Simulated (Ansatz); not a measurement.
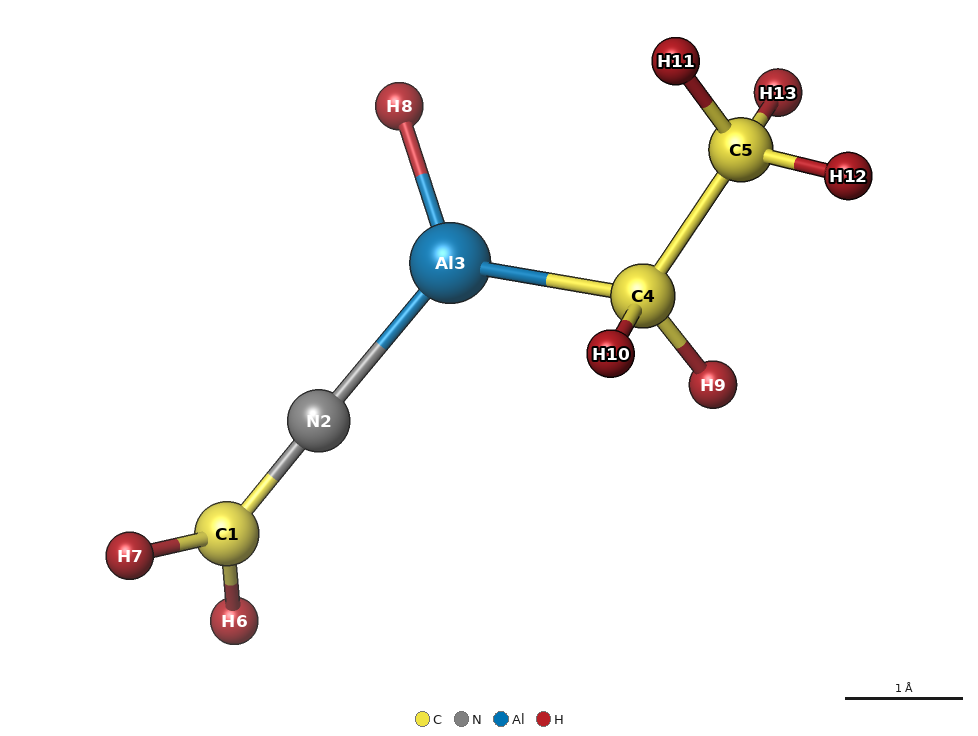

Orthographic view with a scale bar. The computed structure is the end point of a PBE-D4/def2-SVP optimisation. No frequency run is at hand to confirm it as a minimum.

Write Cartesian coordinates in Å in the frame of the picture: x to the right, y up, z towards the viewer, origin at the mean of the atomic positions.

```xyz
13
C3H8AlN
C   -2.53  -1.94  -0.82
N   -1.74  -0.96  -0.71
Al  -0.61   0.39  -0.55
C    1.05   0.11   0.49
C    1.90   1.37   0.75
H   -2.46  -2.69  -1.65
H   -3.36  -2.13  -0.10
H   -1.04   1.74  -1.28
H    1.65  -0.65  -0.05
H    0.77  -0.39   1.45
H    1.33   2.13   1.33
H    2.82   1.14   1.33
H    2.21   1.86  -0.19
```
